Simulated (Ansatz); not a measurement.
# A hypothetical structure for ZnSi3Pt, part 2 of 2

Starting from a made-up structure for ZnSi3Pt, the aim is the relaxed cell, its shortest contacts and, where a second run follows, its electronic structure.

Ansatz 0.2.0; DFT, r2SCAN, plane-wave PAW, files of the set soft_1, scalar-relativistic, no spin, cell and ions relaxed at zero pressure; PAW set soft_1 (the session's first sound run).

So far: The structure; Relaxation of the guess. The relaxed cell has a = 3.855, c = 10.750 Å (conventional setting).

### Step 3. Electronic structure of the relaxed cell

A second self-consistent run takes a narrower smearing and the mesh shown in its input; the bands follow along the standard path of the relaxed lattice.

This step: DFT, r2SCAN, plane-wave PAW, files of the set soft_1, scalar-relativistic, no spin, bands and density of states at the relaxed cell; PAW set soft_1 (Ansatz 0.2.0).

input.yaml

```yaml
crystal:
  lattice:
    - [-1.9272923002, 1.9272923002, 5.3749615]
    - [1.9272923002, -1.9272923002, 5.3749615]
    - [1.9272923002, 1.9272923002, -5.3749615]
  atoms:
    - { symbol: Pt, position: [0.6213371755, 0.6213371755, 0.0] }
    - { symbol: Zn, position: [0.0358456349, 0.0358456349, 0.0] }
    - { symbol: Si, position: [0.2610508454, 0.7610508454, 0.5] }
    - { symbol: Si, position: [0.7610508454, 0.2610508454, 0.5] }
    - { symbol: Si, position: [0.4014154988, 0.4014154988, 0.0] }
kpoints:
  mp_grid: { grid: [12, 12, 12] }
  band_path:
    path:
      - [[0.0, 0.0, 0.0], [0.0, 0.0, 0.5], [-0.06428571, 0.06428571, 0.5], [-0.28214286, 0.28214286, 0.28214286], [0.0, 0.0, 0.0], [0.5, 0.5, -0.5], [0.28214286, 0.71785714, -0.28214286], [0.0, 0.5, 0.0], [0.25, 0.25, 0.25], [0.5, 0.5, -0.06428571], [0.5, 0.5, -0.5]]
      - [[0.0, 0.0, 0.5], [0.25, 0.25, 0.25]]
    npoints: 7
scf:
  occupations: { method: fermi_dirac, width: 0.03 }
  n_extra_bands: 9
hamiltonian:
  xc: r2scan
  pseudopotentials: { kind: paw, azcp: { folder: soft_1 } }
output:
  forces: true
  stress: true
  write_bands: true
  dos: { projected: true }
  write_density: true
  write_potential: true
  elf: true
  volumetric_format: npy
```

Launch:

```sh
$ ansatz run input.yaml --threads 4 --pin off --max-ram 8192MiB --backend cpu --events-out ev --progress --plain --runs-dir out
```

Numbers of over 12 decimals in the logs are rounded to 6 here.

Log:

```text
[...]
Crystal: 5 atoms, lattice volume = 79.860 Å³
Basis set: ecut = 500 eV, 1991 PW (Γ), exchange–correlation on 180×180×180 points (64 copies of the dense FFT grid, shifted against one another)
Bands: 30, of which v1, the nominal top of the filled ones, is band 21 counted from 1 (20 counted from 0)
Symmetry: 8 space group operations
[...]
k-points: 163 of 1728 (time reversal used)
[...]
SCF iter   1: F=—  HF=-17784.012148 eV  |F-HF|=—  |Δ(HF+E_count)|=         —  Δρ=1.18e-1  dr2=2.03e1  dr2_τ=9.24e-1  ethr=3.10e-3  ⟨swp⟩=6.7  Hψ=24843  notcnv=0  defer=1
[...]
SCF iter  10: F=-17781.235257 eV  HF=-17781.235257 eV  |F-HF|=3.39e-8  |Δ(HF+E_count)|=   3.00e-7  Δρ=6.99e-6  dr2=7.26e-8  dr2_τ=5.43e-9  ethr=2.38e-10  ⟨swp⟩=14.2  Hψ=39336  notcnv=0
SCF 1 converged in 10 iterations: F = -17781.235257 eV  dr2 = 7.26e-8
[...]
NSCF: frozen V_eff on 79 k-points
SCF converged after 10 iterations
Free energy (F): -17781.235257 eV
[...]
Internal energy: -17781.229933 eV  (E = F + TS)
E sigma→0 (E₀):  -17781.232595 eV
Entropy (-TS):   -0.005324 eV (-1.065 meV/atom)
Fermi energy:    12.262075 eV
[...]
--- Forces (eV/Å), atoms counted from 1 ---
  atom   1  Pt    -0.00000000    -0.00000000     0.00656501
  atom   2  Zn    -0.00000000     0.00000000    -0.01071713
  atom   3  Si    -0.00000000    -0.00000000     0.02426592
  atom   4  Si     0.00000000     0.00000000     0.02426592
  atom   5  Si    -0.00000000    -0.00000000    -0.04431176
  max |Σ_I F_I| component: 6.79e-5 eV/Å
--- Stress (GPa, compression-positive) ---
        0.040567       0.000000      -0.000000
        0.000000       0.040567      -0.000000
       -0.000000       0.000000      -0.042818
  P = ⅓ Tr σ = 0.0128 GPa (0.128 kbar)
--- Band table (eV; the first three rows and the last of 163) ---
  k-point 0: bands = [... 17 lower, 9.9200, 9.9200, 10.0421, 12.0046, 12.1800, 12.1800, 14.8456, 16.2866, ... 5 higher]
  k-point 1: bands = [... 17 lower, 9.2129, 9.6018, 11.0400, 11.5080, 11.9452, 12.8839, 15.3522, 16.6665, ... 5 higher]
  k-point 2: bands = [... 17 lower, 8.7236, 9.1076, 10.8649, 10.9845, 12.8131, 13.6574, 14.7565, 17.3888, ... 5 higher]
  k-point 162: bands = [... 17 lower, 8.5991, 9.9263, 10.3399, 13.1269, 14.3715, 15.3032, 15.3032, 15.8283, ... 5 higher]
```

Elapsed: 30 s, on 4 threads of Arm Neoverse V2, shared host; peak memory 0.94 GiB.

The column dr2 measures how far the density is from self-consistency, as an energy; F and HF (Harris–Foulkes) agree once it is small.

This step gave:

```yaml
free_energy: -17781.2353 eV
energy_at_zero_smearing: -17781.2326 eV
smearing_term_ts: 0.005324 eV
pressure: 0.01277 GPa
```

bands.tsv at the labelled points (eV, zero at the Fermi level; the bands that come nearest the Fermi level along the path):

| point | band 18 | band 19 | band 20 | band 21 | band 22 | band 23 | band 24 | band 25 |
| --- | --- | --- | --- | --- | --- | --- | --- | --- |
| Γ | -2.34 | -2.34 | -2.22 | -0.26 | -0.08 | -0.08 | 2.58 | 4.02 |
| X | -4.13 | -4.09 | -2.66 | -2.04 | -0.95 | 0.95 | 1.86 | 4.80 |
| Y | -4.25 | -3.93 | -2.26 | -1.83 | -0.69 | 0.99 | 1.89 | 4.37 |
| S | -3.29 | -2.36 | -2.28 | -0.08 | 0.66 | 1.22 | 2.71 | 3.68 |
| Γ | -2.34 | -2.34 | -2.22 | -0.26 | -0.08 | -0.08 | 2.58 | 4.02 |
| Z | -3.66 | -2.34 | -1.92 | 0.86 | 2.11 | 3.04 | 3.04 | 3.57 |
| S1 | -3.29 | -2.36 | -2.28 | -0.08 | 0.66 | 1.22 | 2.71 | 3.68 |
| N | -4.00 | -2.15 | -2.01 | -0.18 | 0.50 | 0.59 | 2.91 | 4.00 |
| P | -4.13 | -2.93 | -2.93 | -2.86 | -0.70 | 1.84 | 3.00 | 3.07 |
| Y1 | -4.25 | -3.93 | -2.26 | -1.83 | -0.69 | 0.99 | 1.89 | 4.37 |
| Z | -3.66 | -2.34 | -1.92 | 0.86 | 2.11 | 3.04 | 3.04 | 3.57 |
| X | -4.13 | -4.09 | -2.66 | -2.04 | -0.95 | 0.95 | 1.86 | 4.80 |
| P | -4.13 | -2.93 | -2.93 | -2.86 | -0.70 | 1.84 | 3.00 | 3.07 |

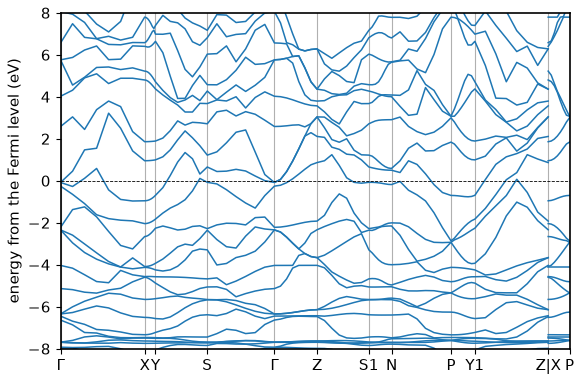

Bands along the path. 6 bands lie wholly below the window drawn.

States per cell as run, both spins, in windows of 1 eV, from dos.tsv (zero at the Fermi level):

```csv
from,to,total
-8,-7,10.32
-7,-6,2.99
-6,-5,4.27
-5,-4,2.98
-4,-3,2.36
-3,-2,1.99
-2,-1,1.40
-1,0,1.68
0,1,1.66
1,2,1.99
2,3,1.81
3,4,2.42
4,5,2.62
```

Below -8 eV lie 14.1 more states.

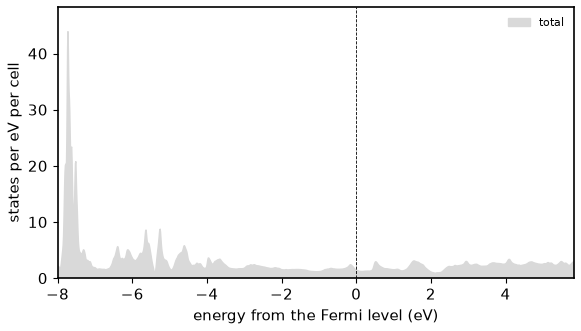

Total density of states, smoothed over about 0.04 eV.

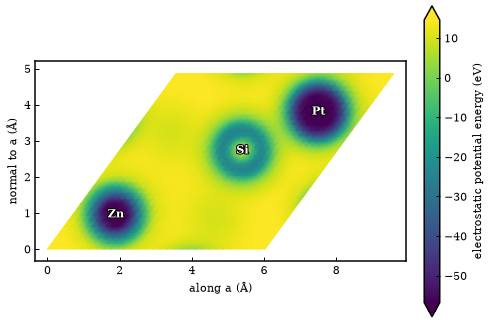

Electrostatic potential energy in the ab plane of the cell as run, not the conventional one, at fractional z = 0.000, with atoms of Pt and Zn and Si within 0.2 Å of it. With pseudopotentials it is smooth inside the atoms' cores, unlike the true potential. The map starts off the cell's origin, so that atoms lie inside it.

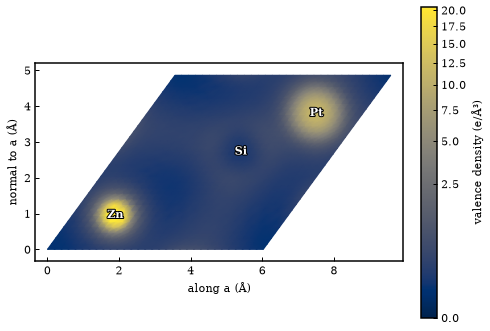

Valence density in the ab plane of the cell as run, not the conventional one, at fractional z = 0.000, with atoms of Pt and Zn and Si within 0.2 Å of it. It is the smooth field of the valence electrons, not physical close to the nuclei. The map starts off the cell's origin, so that atoms lie inside it. The colour scale is stretched toward low values.

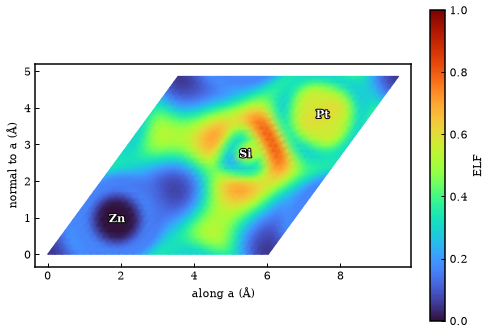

ELF in the ab plane of the cell as run, not the conventional one, at fractional z = 0.000, with atoms of Pt and Zn and Si within 0.2 Å of it. It is the smooth field of the valence electrons, not physical close to the nuclei. The map starts off the cell's origin, so that atoms lie inside it.

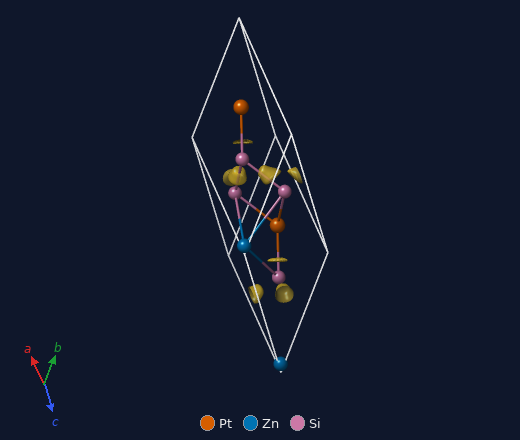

Surface of ELF = 0.78. Drawn on the cell as run, not the conventional one. Bonds to atoms that aren't drawn are left out.

### Step 4. Results

* space group, relaxed: I4mm
* conventional cell: a = 3.855, b = 3.855, c = 10.750 Å; α = 90.0°, β = 90.0°, γ = 90.0°
* volume per atom: 15.97 Å³ (guess 13.24)

**Reading.** ZnSi3Pt relaxes to I4mm with a = 3.855, b = 3.855 and c = 10.750 Å. The guessed volume was 17 % too small. The space group I4mm was held in the relaxation, so the end point is a stationary structure within it and may be a saddle against distortions or other arrangements. Bands cross the Fermi level, so it is a metal or semimetal at this level. On the 12×12×12 mesh with the narrower smearing (relaxed on 10×10×10) the largest force component is 0.044 eV/Å and the largest stress component is 0.043 GPa, against the relaxation's thresholds of 0.015 eV/Å and 0.05 GPa. The cutoff wasn't tested. A vector of the cell changed its length by 15 %, more than the volume shows. Spin-orbit coupling is left out, which can matter for elements this heavy. No dispersion term is used, so weakly bound directions may come out too long. The runs have no spin, and magnetism wasn't tested. Nothing here tests whether the compound is stable against decomposition.

[Logs are printed without paths, hosts, clocks, repeated set-up lines and the standing remarks that a program may print on its own settings, such as how far it seeks lower states.]

[Hosts, paths, dates, database ids (printed as entryN), source tags and the programs' standing remarks are cut or masked in the printed files.]
